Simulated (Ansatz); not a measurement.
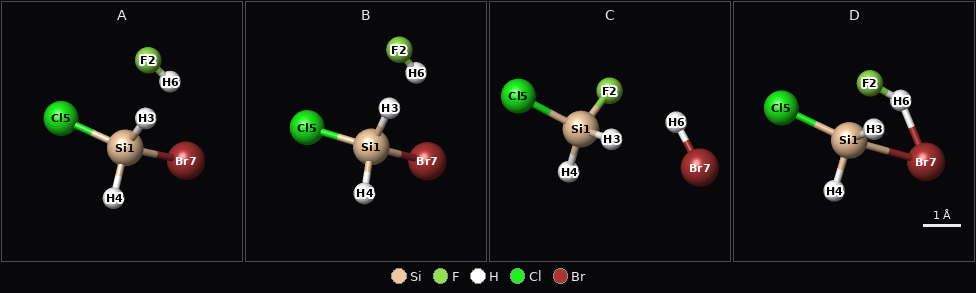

4 geometries from a converged minimum-energy path of SiH₃BrClF, shuffled. A ball-and-stick model, seen from a free direction.

Theory: RKS r2SCAN/def2-SVP (Ansatz 0.2.0). Run with 5 movable images; climbing image; force threshold 0.03 eV/Å; iteration limit 60; starting path through a guess of the saddle point.

### Which frame is the top of the path?

D. In order along the path, whose images run from 0 to 6: C (image 0, 0.00 eV), D (image 3, +1.35 eV), A (image 5, +0.60 eV), B (image 6, +0.46 eV). Breaking: H6–Br7 (1.43 → 1.84 at the top → 2.48 Å), Si1–F2 (1.63 → 1.96 at the top → 3.09 Å). Forming: F2–H6 (2.16 → 1.04 at the top → 0.93 Å), Si1–Br7 (3.77 → 2.56 at the top → 2.25 Å).

Cost: 110 s on 2 threads of AMD EPYC 7R13 Processor (Zen 3), on a shared host, peak memory 0.18 GiB.
